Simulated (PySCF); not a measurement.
**Geometry relaxation of C₂H₅Al (part 1 of 2)**

- system: C₂H₅Al, SMILES C=[CH][AlH2]
- method: HF/def2-SVP, RHF, dispersion D3(BJ), sfX2C (PySCF 2.14.0)

The atoms were displaced at random from an optimised geometry.

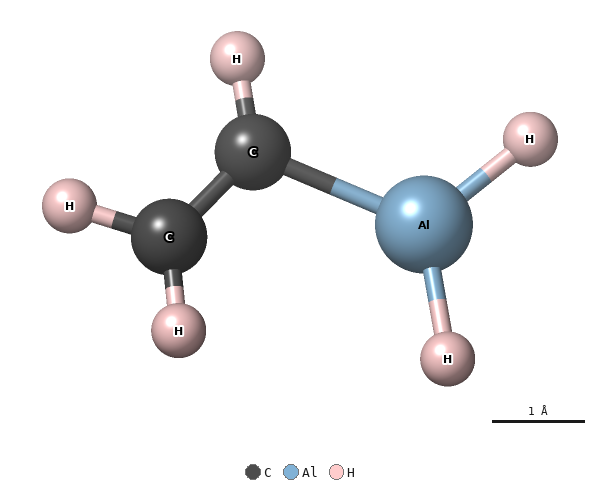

Figure 1. The input geometry (ball-and-stick view, seen at a tilt). Sticks mark near contacts. Bond lengths as drawn: Al–C 2.03 Å, Al–H 1.52 to 1.56 Å, C–C 1.36 Å and C–H 1.08 to 1.14 Å.

## Input file (job.py)
```python
from pyscf import gto, scf
from pyscf.geomopt.geometric_solver import kernel as optimise

system = gto.M(
    atom='''
C   -1.033755   0.776484  -0.366634
C    0.222300   0.759623   0.154621
Al   0.895651  -1.155991   0.245608
H   -1.676713  -0.014662  -0.726864
H   -1.464279   1.825384  -0.518353
H    0.802444   1.588257   0.525538
H    2.234238  -1.383890   0.918421
H    0.054497  -2.366067  -0.262357
''',
    basis='def2-svp',
    max_memory=1860,
    verbose=3,
)

mf = scf.RHF(system)
mf = mf.x2c()
mf.disp = 'd3bj'
converged, mol_eq = optimise(mf, maxsteps=100)
print('converged:', converged)
print(mol_eq.tostring())

mf.reset(mol_eq)
system = mol_eq
mf.kernel()
energy = mf.e_tot
print('E(%s) = %.9f' % ('HF', energy))
```

Hardware: 1 thread of Arm Neoverse V1, 24 GiB of memory available, shared host.

Launched with:
```bash
OMP_NUM_THREADS=1 python job.py
```

## What the program printed
```
#|     Arguments passed to driver run_optimizer():      |#
customengine              <pyscf.geomopt.geometric_solver.PySCFEngine object>
maxiter                   100
----------------------------------------------------------
Custom engine selected.
Bonds will be generated from interatomic distances less than 1.20 times sum of covalent radii
24 internal coordinates being used (instead of 24 Cartesians)
Internal coordinate system (atoms numbered from 1):
Distance 1-2
Distance 1-4
Distance 1-5
Distance 2-3
Distance 2-6
Distance 3-7
Distance 3-8
Angle 2-1-5
Angle 4-1-5
Angle 1-2-6
Angle 3-2-6
Angle 2-3-8
Angle 7-3-8
Out-of-Plane 1-2-4-5
Out-of-Plane 2-1-3-6
Out-of-Plane 3-2-7-8
Dihedral 4-1-2-3
Dihedral 4-1-2-6
Dihedral 5-1-2-3
Dihedral 5-1-2-6
Dihedral 1-2-3-7
Dihedral 1-2-3-8
Dihedral 6-2-3-7
Dihedral 6-2-3-8
Translation-X 1-8
Translation-Y 1-8
Translation-Z 1-8
Rotation-A 1-8
Rotation-B 1-8
Rotation-C 1-8
<class 'geometric.internal.Distance'> : 7
<class 'geometric.internal.Angle'> : 6
<class 'geometric.internal.OutOfPlane'> : 3
<class 'geometric.internal.Dihedral'> : 8
<class 'geometric.internal.TranslationX'> : 1
<class 'geometric.internal.TranslationY'> : 1
<class 'geometric.internal.TranslationZ'> : 1
<class 'geometric.internal.RotationA'> : 1
<class 'geometric.internal.RotationB'> : 1
<class 'geometric.internal.RotationC'> : 1
> ===== Optimization Info: ====
> Job type: Energy minimization
> Maximum number of optimization cycles: 100
> Initial / maximum trust radius (Angstrom): 0.100 / 0.300
> Convergence Criteria:
> Will converge when all 5 criteria are reached:
>  |Delta-E| < 1.00e-06
>  RMS-Grad  < 3.00e-04
>  Max-Grad  < 4.50e-04
>  RMS-Disp  < 1.20e-03
>  Max-Disp  < 1.80e-03
> === End Optimization Info ===

Geometry optimization cycle 1
Cartesian coordinates (Angstrom)
 Atom        New coordinates             dX        dY        dZ
   C  -1.033755   0.776484  -0.366634    0.000000  0.000000  0.000000
   C   0.222300   0.759623   0.154621    0.000000  0.000000  0.000000
  Al   0.895651  -1.155991   0.245608    0.000000  0.000000  0.000000
   H  -1.676713  -0.014662  -0.726864    0.000000  0.000000  0.000000
   H  -1.464279   1.825384  -0.518353    0.000000  0.000000  0.000000
   H   0.802444   1.588257   0.525538    0.000000  0.000000  0.000000
   H   2.234238  -1.383890   0.918421    0.000000  0.000000 -0.000000
   H   0.054497  -2.366067  -0.262357    0.000000  0.000000  0.000000

WARN: Mole.unit (angstrom) is changed to Bohr

converged SCF energy = -320.838201276099
--------------- sfX2C1eRHF_Scanner gradients ---------------
         x                y                z
0 C    -0.0251202667    -0.0825421213    -0.0081887767
1 C     0.0275155713     0.0770311291     0.0147398248
2 Al     0.0142769002    -0.0330583750    -0.0007114209
3 H    -0.0107360457     0.0091161692    -0.0035093630
4 H    -0.0014605023     0.0336680923    -0.0045640193
5 H     0.0098440163    -0.0118027734     0.0062457135
6 H    -0.0194333371     0.0062444879    -0.0077760976
7 H     0.0051136641     0.0013433911     0.0037641392
----------------------------------------------
cycle 1: E = -320.838201276  dE = -320.838  norm(grad) = 0.13371
Step    0 : Gradient = 4.727e-02/8.667e-02 (rms/max) Energy = -320.8382012761
Hessian Eigenvalues: 2.30000e-02 2.30000e-02 2.49192e-02 ... 3.58448e-01 3.63101e-01 5.29421e-01

Geometry optimization cycle 2
Cartesian coordinates (Angstrom)
 Atom        New coordinates             dX        dY        dZ
   C  -1.065450   0.908093  -0.373187   -0.031695  0.131609 -0.006553
   C   0.142537   0.653793   0.111851   -0.079763 -0.105830 -0.042770
  Al   0.933699  -1.154171   0.276819    0.038048  0.001820  0.031211
   H  -1.599694   0.029593  -0.704362    0.077019  0.044255  0.022502
   H  -1.502350   1.908830  -0.514124   -0.038071  0.083446  0.004229
   H   0.715485   1.494347   0.472370   -0.086959 -0.093910 -0.053168
   H   2.315253  -1.435548   0.941099    0.081015 -0.051658  0.022678
   H   0.094903  -2.375799  -0.240488    0.040406 -0.009732  0.021869
converged SCF energy = -320.851704510892
--------------- sfX2C1eRHF_Scanner gradients ---------------
         x                y                z
0 C    -0.0034527122     0.0076500707     0.0069479293
1 C    -0.0136582420     0.0034411803    -0.0099652334
2 Al     0.0137640638    -0.0106912226     0.0024512135
3 H     0.0141665899    -0.0059513146     0.0051415314
4 H    -0.0037380216     0.0128647241    -0.0047271127
5 H    -0.0036067529    -0.0070076791     0.0001597530
6 H    -0.0056049931    -0.0020622493    -0.0019962834
7 H     0.0021300682     0.0017564906     0.0019882024
----------------------------------------------
cycle 2: E = -320.851704511  dE = -0.0135032  norm(grad) = 0.0361097
Step    1 : Displace = 1.050e-01/1.393e-01 (rms/max) Trust = 1.000e-01 (=) Grad = 1.277e-02/1.760e-02 (rms/max) E (change) = -320.8517045109 (-1.350e-02) Quality = 0.538
Hessian Eigenvalues: 2.29998e-02 2.30078e-02 2.49228e-02 ... 3.60049e-01 3.92834e-01 5.48888e-01

Geometry optimization cycle 3
Cartesian coordinates (Angstrom)
 Atom        New coordinates             dX        dY        dZ
   C  -1.034549   0.853802  -0.397442    0.030900 -0.054292 -0.024256
   C   0.160904   0.616987   0.115651    0.018367 -0.036806  0.003800
  Al   0.915568  -1.136329   0.301809   -0.018131  0.017843  0.024990
   H  -1.711907   0.097871  -0.778559   -0.112212  0.068278 -0.074197
   H  -1.435082   1.844203  -0.431163    0.067268 -0.064627  0.082961
   H   0.715930   1.492047   0.447446    0.000445 -0.002300 -0.024925
   H   2.343057  -1.374252   0.955527    0.027804  0.061295  0.014428
   H   0.080462  -2.365191  -0.243289   -0.014441  0.010608 -0.002802
converged SCF energy = -320.854632152881
--------------- sfX2C1eRHF_Scanner gradients ---------------
         x                y                z
0 C     0.0087983113     0.0032175274     0.0001830208
1 C    -0.0100159928    -0.0028926234    -0.0028047663
2 Al    -0.0024964120     0.0087166058     0.0017444747
3 H    -0.0044749525     0.0047366265    -0.0011550554
4 H     0.0040211686    -0.0124357509     0.0028501649
5 H     0.0019684650     0.0000685722    -0.0006082091
6 H     0.0025084499    -0.0011013308     0.0005759171
7 H    -0.0003090376    -0.0003096269    -0.0007855466
----------------------------------------------
cycle 3: E = -320.854632153  dE = -0.00292764  norm(grad) = 0.022918
Step    2 : Displace = 8.023e-02/1.513e-01 (rms/max) Trust = 1.000e-01 (=) Grad = 8.103e-03/1.338e-02 (rms/max) E (change) = -320.8546321529 (-2.928e-03) Quality = 0.539
Hessian Eigenvalues: 2.29923e-02 2.33997e-02 2.49286e-02 ... 3.60709e-01 4.50803e-01 5.26160e-01

Geometry optimization cycle 4
Cartesian coordinates (Angstrom)
 Atom        New coordinates             dX        dY        dZ
   C  -1.017137   0.846383  -0.384158    0.017412 -0.007419  0.013284
   C   0.194173   0.666667   0.137858    0.033270  0.049680  0.022207
  Al   0.886311  -1.132814   0.279686   -0.029257  0.003515 -0.022123
   H  -1.608942   0.005633  -0.730210    0.102965 -0.092238  0.048348
   H  -1.484744   1.821818  -0.476737   -0.049662 -0.022385 -0.045574
   H   0.743558   1.542984   0.475301    0.027628  0.050937  0.027855
   H   2.302396  -1.385528   0.936642   -0.040661 -0.011276 -0.018885
   H   0.018768  -2.336006  -0.268402   -0.061694  0.029185 -0.025112
converged SCF energy = -320.855720417394
--------------- sfX2C1eRHF_Scanner gradients ---------------
         x                y                z
0 C    -0.0003456287    -0.0015678716    -0.0021521784
1 C     0.0003128810     0.0014196677     0.0006714184
2 Al    -0.0030231705     0.0004921309    -0.0009048900
3 H     0.0001300079    -0.0008148569     0.0004921140
4 H    -0.0004708210     0.0004474707     0.0007196442
5 H     0.0027425921     0.0001865348     0.0011056975
6 H     0.0005383608     0.0011429923     0.0003312172
7 H     0.0001157784    -0.0013060679    -0.0002630228
----------------------------------------------
cycle 4: E = -320.855720417  dE = -0.00108826  norm(grad) = 0.00584044
Step    3 : Displace = 7.417e-02/1.468e-01 (rms/max) Trust = 1.000e-01 (=) Grad = 2.065e-03/3.194e-03 (rms/max) E (change) = -320.8557204174 (-1.088e-03) Quality = 0.794
Hessian Eigenvalues: 2.29391e-02 2.30445e-02 2.49310e-02 ... 3.66783e-01 4.26715e-01 5.29885e-01

Geometry optimization cycle 5
Cartesian coordinates (Angstrom)
 Atom        New coordinates             dX        dY        dZ
   C  -1.028162   0.849636  -0.380967   -0.011025  0.003254  0.003191
   C   0.184069   0.660081   0.137566   -0.010105 -0.006586 -0.000292
  Al   0.913037  -1.132768   0.286818    0.026726  0.000046  0.007132
   H  -1.631022   0.021520  -0.736832   -0.022080  0.015886 -0.006622
   H  -1.477042   1.835111  -0.486373    0.007702  0.013292 -0.009636
   H   0.718012   1.544604   0.470633   -0.025546  0.001620 -0.004668
   H   2.321933  -1.424189   0.935097    0.019537 -0.038661 -0.001545
   H   0.033558  -2.324856  -0.255962    0.014790  0.011149  0.012440
converged SCF energy = -320.855880315443
--------------- sfX2C1eRHF_Scanner gradients ---------------
         x                y                z
0 C    -0.0014854499    -0.0014866119     0.0003294833
1 C     0.0005368781     0.0014385350    -0.0002275587
2 Al     0.0014199103    -0.0007823294     0.0000125662
3 H    -0.0001301438     0.0000640934    -0.0001290858
4 H    -0.0008778110     0.0021158518    -0.0007543168
5 H     0.0003741645    -0.0007446464     0.0003900672
6 H    -0.0002915971    -0.0006496603     0.0000478818
7 H     0.0004540489     0.0000447678     0.0003309627
----------------------------------------------
cycle 5: E = -320.855880315  dE = -0.000159898  norm(grad) = 0.00413409
Step    4 : Displace = 2.554e-02/4.303e-02 (rms/max) Trust = 1.414e-01 (+) Grad = 1.462e-03/2.412e-03 (rms/max) E (change) = -320.8558803154 (-1.599e-04) Quality = 0.659
Hessian Eigenvalues: 2.28491e-02 2.34540e-02 2.49032e-02 ... 3.70371e-01 4.22663e-01 5.31819e-01

Geometry optimization cycle 6
Cartesian coordinates (Angstrom)
 Atom        New coordinates             dX        dY        dZ
   C  -1.021017   0.844791  -0.380764    0.007145 -0.004845  0.000203
   C   0.188192   0.662125   0.141403    0.004123  0.002044  0.003837
  Al   0.905613  -1.129469   0.287712   -0.007424  0.003298  0.000894
   H  -1.617424   0.012116  -0.736567    0.013598 -0.009403  0.000265
   H  -1.475851   1.823602  -0.483693    0.001191 -0.011509  0.002680
   H   0.717452   1.550996   0.470769   -0.000560  0.006392  0.000136
   H   2.318311  -1.419313   0.930086   -0.003623  0.004876 -0.005011
   H   0.019107  -2.315710  -0.258965   -0.014451  0.009147 -0.003003
converged SCF energy = -320.855936816299
--------------- sfX2C1eRHF_Scanner gradients ---------------
         x                y                z
0 C     0.0005932679     0.0003302484     0.0006819038
1 C    -0.0012526700     0.0001867629    -0.0006405232
2 Al    -0.0001272101     0.0004455500    -0.0000597338
3 H     0.0001357427     0.0000309812    -0.0000674304
4 H     0.0002032284    -0.0004149338    -0.0000233714
5 H     0.0002428506    -0.0002771105    -0.0000050094
6 H    -0.0000467415    -0.0001787446     0.0000422480
7 H     0.0002515321    -0.0001227536     0.0000719164
----------------------------------------------
cycle 6: E = -320.855936816  dE = -5.65009e-05  norm(grad) = 0.00191097
Step    5 : Displace = 1.116e-02/1.732e-02 (rms/max) Trust = 1.414e-01 (=) Grad = 6.756e-04/1.419e-03 (rms/max) E (change) = -320.8559368163 (-5.650e-05) Quality = 1.063
Hessian Eigenvalues: 2.23805e-02 2.36434e-02 2.48416e-02 ... 3.65085e-01 4.23601e-01 6.17533e-01

Geometry optimization cycle 7
Cartesian coordinates (Angstrom)
 Atom        New coordinates             dX        dY        dZ
   C  -1.018531   0.842273  -0.381679    0.002485 -0.002518 -0.000915
   C   0.190763   0.663954   0.144142    0.002571  0.001829  0.002739
  Al   0.905034  -1.128872   0.288758   -0.000579  0.000597  0.001046
   H  -1.612900   0.007370  -0.735958    0.004523 -0.004747  0.000609
   H  -1.476836   1.819925  -0.485484   -0.000985 -0.003677 -0.001791
   H   0.715841   1.555691   0.472783   -0.001611  0.004695  0.002014
   H   2.319221  -1.421460   0.926845    0.000910 -0.002147 -0.003241
   H   0.011791  -2.309743  -0.259427   -0.007316  0.005967 -0.000462
converged SCF energy = -320.855944758269
--------------- sfX2C1eRHF_Scanner gradients ---------------
         x                y                z
0 C     0.0000367095     0.0000620665    -0.0000208703
1 C    -0.0000603486    -0.0000214136    -0.0000281766
2 Al    -0.0002440079     0.0002773280    -0.0000098456
3 H    -0.0000183049    -0.0000037497     0.0000020140
4 H    -0.0000031808    -0.0001102291     0.0000623745
5 H     0.0001558432    -0.0000349912    -0.0000142938
6 H     0.0000267363    -0.0000463716     0.0000399686
7 H     0.0001065531    -0.0001226394    -0.0000311708
----------------------------------------------
cycle 7: E = -320.855944758  dE = -7.94197e-06  norm(grad) = 0.000470134
Step    6 : Displace = 5.334e-03/9.389e-03 (rms/max) Trust = 2.000e-01 (+) Grad = 1.662e-04/3.695e-04 (rms/max) E (change) = -320.8559447583 (-7.942e-06) Quality = 1.261
Hessian Eigenvalues: 1.79111e-02 2.35462e-02 2.48276e-02 ... 3.73715e-01 4.24376e-01 6.36132e-01

Geometry optimization cycle 8
Cartesian coordinates (Angstrom)
 Atom        New coordinates             dX        dY        dZ
   C  -1.017233   0.840673  -0.381738    0.001298 -0.001600 -0.000059
   C   0.191444   0.664897   0.146643    0.000681  0.000943  0.002501
  Al   0.905759  -1.128450   0.289107    0.000724  0.000422  0.000349
   H  -1.609401   0.004578  -0.736854    0.003499 -0.002792 -0.000896
   H  -1.476521   1.817774  -0.487811    0.000316 -0.002151 -0.002327
   H   0.713031   1.558577   0.475329   -0.002810  0.002886  0.002546
   H   2.321136  -1.423795   0.922719    0.001914 -0.002336 -0.004126
   H   0.006169  -2.305116  -0.257414   -0.005622  0.004626  0.002013
converged SCF energy = -320.855946957211
--------------- sfX2C1eRHF_Scanner gradients ---------------
         x                y                z
0 C    -0.0000265354    -0.0000197115     0.0000461831
1 C     0.0001007380    -0.0000194829     0.0000455358
2 Al    -0.0000656034     0.0000241063    -0.0000494628
3 H    -0.0000040258    -0.0000037769    -0.0000108765
4 H     0.0000037590    -0.0000023871     0.0000051305
5 H    -0.0000151398     0.0000478451    -0.0000553333
6 H    -0.0000094591    -0.0000017169     0.0000432745
7 H     0.0000162666    -0.0000248760    -0.0000244515
----------------------------------------------
cycle 8: E = -320.855946957  dE = -2.19894e-06  norm(grad) = 0.000179944
Step    7 : Displace = 4.323e-03/7.469e-03 (rms/max) Trust = 2.828e-01 (+) Grad = 6.362e-05/1.123e-04 (rms/max) E (change) = -320.8559469572 (-2.199e-06) Quality = 1.153
Hessian Eigenvalues: 1.21246e-02 2.36299e-02 2.48841e-02 ... 3.71399e-01 4.23432e-01 6.36453e-01
```
